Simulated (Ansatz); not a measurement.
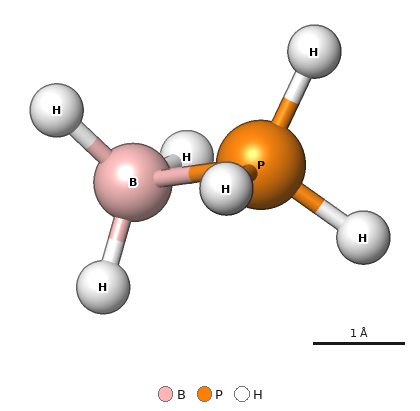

*The structure (ball-and-stick view, seen at a tilt).*

Bond lengths as drawn: B–H 1.21 Å, B–P 2.02 Å and H–P 1.39 Å.

## Frequency calculation, with input and output: BPH6

System: BPH6, SMILES [BH3-][PH3+].
Method: HF/6-31G*, RHF (Ansatz 0.2.0).

The geometry was optimised with HF/6-31G*. Figures and captions count atoms from 1; the log counts them from 0 in places.

### The input
```yaml
crystal:
  periodic: [false, false, false]
  atoms:
    - {symbol: B, position_ang: [-0.583877, 0.238754, -0.958301]}
    - {symbol: P, position_ang: [0.464745, -0.194321, 0.717156]}
    - {symbol: H, position_ang: [-1.713842, 0.351541, -0.553920]}
    - {symbol: H, position_ang: [-0.388434, -0.721138, -1.660777]}
    - {symbol: H, position_ang: [-0.076771, 1.262398, -1.343090]}
    - {symbol: H, position_ang: [0.441405, 0.739852, 1.747009]}
    - {symbol: H, position_ang: [1.835251, -0.388161, 0.583133]}
    - {symbol: H, position_ang: [0.113722, -1.346025, 1.412989]}
basis:
  gaussian:
    orbitals: "6-31G*"
total_charge: 0
hamiltonian:
  xc: hf
phonons:
  temperatures:
    t_min: 298.15
    t_max: 298.15
    t_step: 1
```

Command:
```bash
ansatz run molecule.yaml --threads 1 --pin off --max-ram 3480MiB --events-out events.jsonl --progress --plain --runs-dir runs
```

### Output
```
Functional definition: HF
  name "HF"
  exchange = exact_x
  correlation = 0
544 factors; integrals over basis functions are off by at most 6.4e-4 eV
mean field evaluation 1: about -10035.5610 eV, gradient 1.8e1 eV
mean field evaluation 2: about -10035.5663 eV, gradient 1.8e1 eV
mean field evaluation 4: about -10037.0056 eV, gradient 1.6e0 eV
mean field evaluation 8: about -10037.0193 eV, gradient 2.6e-4 eV
mean field -10037.01925634 eV, -368.8536543347 hartree, gradient 2.0e-5 eV, S^2 0.000000; 0 other end points of the search recorded, 0 dependent functions left out
the calculation of the forces begins
reference -10037.01925634 eV, -368.8536543347 hartree; 13, 13 occupied and 33, 33 virtual orbitals, 544 factors
these checks for a lower state are left out or cut short: stability, starts, cluster_reference, orbital_swaps, neighbouring_geometries, increment
544 factors; integrals over basis functions are off by at most 6.4e-4 eV
mean field evaluation 16: about -10037.0192 eV, gradient 8.6e-7 eV
mean field -10037.01915450 eV, -368.8536505921 hartree, gradient 8.5e-7 eV, S^2 0.000000; 0 other end points of the search recorded, 0 dependent functions left out
[... from here on the field's lines of each further geometry are left out, up to the last ...]
the calculation of the forces begins
reference -10037.01922934 eV, -368.8536533423 hartree; 13, 13 occupied and 33, 33 virtual orbitals, 544 factors
these checks for a lower state are left out or cut short: stability, starts, cluster_reference, orbital_swaps, neighbouring_geometries, increment
544 factors; integrals over basis functions are off by at most 6.4e-4 eV
mean field -10037.01922943 eV, -368.8536533455 hartree, gradient 1.7e-6 eV, S^2 0.000000; 0 other end points of the search recorded, 0 dependent functions left out
the calculation of the forces begins
reference -10037.01922943 eV, -368.8536533455 hartree; 13, 13 occupied and 33, 33 virtual orbitals, 544 factors
Total energy: -10037.01925634 eV, -368.8536543347 hartree
Atom 0 at    -0.583877     0.238754    -0.958301 Å, force     0.000040     0.000006     0.000070 eV/Å
Atom 1 at     0.464745    -0.194321     0.717156 Å, force     0.000002     0.000012     0.000009 eV/Å
Atom 2 at    -1.713842     0.351541    -0.553920 Å, force    -0.000042    -0.000007    -0.000037 eV/Å
Atom 3 at    -0.388434    -0.721138    -1.660777 Å, force    -0.000007    -0.000009    -0.000010 eV/Å
Atom 4 at    -0.076771     1.262398    -1.343090 Å, force    -0.000004     0.000010    -0.000033 eV/Å
Atom 5 at     0.441405     0.739852     1.747009 Å, force     0.000039    -0.000083    -0.000018 eV/Å
Atom 6 at     1.835251    -0.388161     0.583133 Å, force    -0.000075     0.000001     0.000037 eV/Å
Atom 7 at     0.113722    -1.346025     1.412989 Å, force     0.000046     0.000071    -0.000018 eV/Å
Dipole moment:     0.489689    -0.202241     0.782407 e Å
Vibrations: 222.91 409.99 410.00 425.75 925.37 925.38 1135.26 1220.31 1250.91 1250.92 1267.90 1267.91 2571.20 2637.90 2637.91 2696.94 2701.75 2701.76 cm⁻¹, zero-point energy 1.652714 eV
```

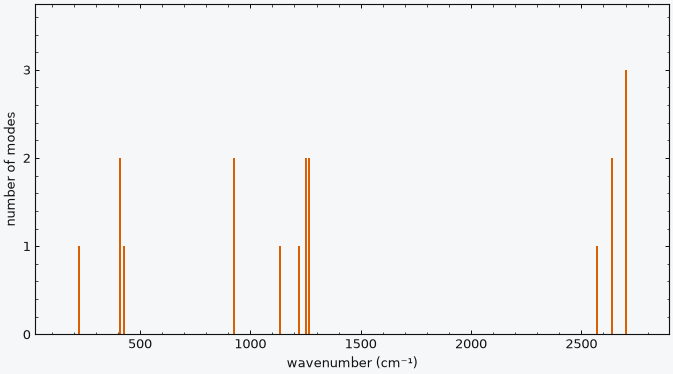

*Harmonic vibrational wavenumbers from the force constants; neighbouring modes closer than 11 cm⁻¹ are counted in one stick.*

18 modes from 223 to 2702 cm⁻¹, none imaginary.

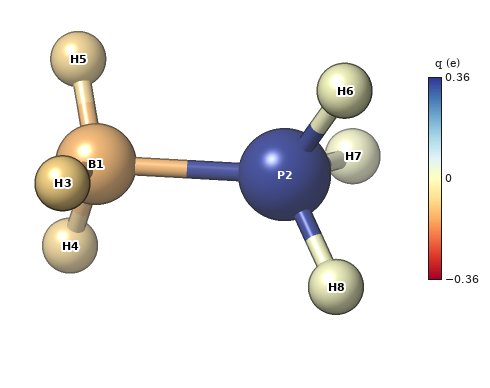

*Mulliken charges, as the colour of each atom (ball-and-stick view, seen at a tilt; atoms are numbered from 1 in the order of the input).*

By element: B −0.13, P +0.34 and H −0.08 to +0.01 e.

### Key numbers

| quantity | value |
| --- | --- |
| outcome | converged |
| total energy | −368.853654 hartree |
| basis functions | 46 |
| largest force | 0.000 eV/Å |
| zero-point energy | 0.060736 hartree |
| dipole moment | 4.54 D |
| wavenumbers, lowest and highest | 223 and 2702 cm⁻¹ |
| hardware | 1 thread of Arm Neoverse V2, 112 GiB of memory available, shared host |
| wall time | 17 s |
| peak memory | 0.08 GiB |
